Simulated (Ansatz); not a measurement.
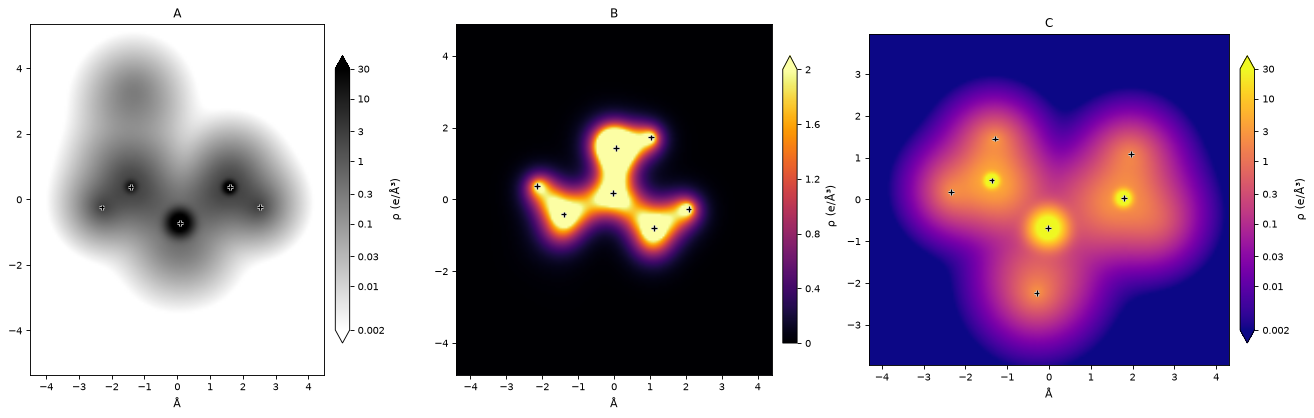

The total electron density of 3 systems, each on a plane through atoms (crosses mark nuclei in the plane).

These are results of RKS PBE0-D4/def2-TZVPP (Ansatz), not measurements.

System 1: CH5AlBrN, the plane of atoms N1, Al2 and H7. Geometry: PBE0-D4/def2-TZVP.

```yaml
atoms:
  - { symbol: N, position_ang: [-0.4918, 1.6029, -0.6169] }
  - { symbol: Al, position_ang: [0.6484, 0.3510, -0.1144] }
  - { symbol: C, position_ang: [-0.0419, -1.2083, 0.8457] }
  - { symbol: Br, position_ang: [0.0043, -2.3250, -0.8000] }
  - { symbol: H, position_ang: [-1.4873, 1.5820, -0.4683] }
  - { symbol: H, position_ang: [-0.2447, 2.3916, -1.1922] }
  - { symbol: H, position_ang: [2.1894, 0.5127, -0.4120] }
  - { symbol: H, position_ang: [-1.0774, -1.2250, 1.1787] }
  - { symbol: H, position_ang: [0.5894, -1.7282, 1.5624] }
```

System 2: C3H7NSe, the plane of atoms C2, N3 and H9. Geometry: PBE0-D4/def2-TZVP.

```tsv
atom	x (Å)	y (Å)	z (Å)
C	-1.2467	0.4064	0.1270
C	0.2327	0.5593	0.3113
N	0.8014	1.3688	1.1041
C	1.1141	-0.3192	-0.5220
Se	1.0286	-2.2096	0.0060
H	-1.5566	-0.6108	0.3804
H	-1.7985	1.1074	0.7537
H	-1.5216	0.5766	-0.9185
H	0.1112	1.9153	1.6196
H	0.8631	-0.2695	-1.5817
H	2.1519	-0.0236	-0.3817
H	-0.1027	-2.5562	-0.8642
```

System 3: C2H10AlNSi (SMILES C[SiH](N)[CH2][AlH2]), the plane of atoms Si2, C1 and H6. Geometry: PBE0-D4/def2-TZVP.

```xyz
15

C    -1.5126   -0.4590    0.9046
Si    0.3385   -0.1795    0.9179
N     1.1224   -1.6520    0.4834
C     0.7227    1.2550   -0.2233
Al   -0.1033    1.0287   -1.9668
H    -1.8029   -1.2120    1.6403
H    -1.8513   -0.8204   -0.0741
H    -2.0571    0.4638    1.1229
H     0.8056    0.1152    2.3030
H     0.9772   -2.0661   -0.4240
H     2.0587   -1.8289    0.8083
H     1.8138    1.3030   -0.3277
H     0.3857    2.1938    0.2308
H     0.2821   -0.2339   -2.8578
H    -1.2015    2.0418   -2.5080
```

Which map belongs to which system?

Answer. Panel A is system 3, C2H10AlNSi: the plane holds C, Si and H. C–Si (1.87 Å): ρ at the midpoint is about 0.98 e/Å³. Panel B is system 2, C3H7NSe: the plane holds C, N and H. C–N (1.27 Å): ρ is about 2.9 e/Å³ halfway. Panel C is system 1, CH5AlBrN: the plane holds N, Al, C and H. Al–N (1.77 Å): ρ is about 0.87 e/Å³ halfway.
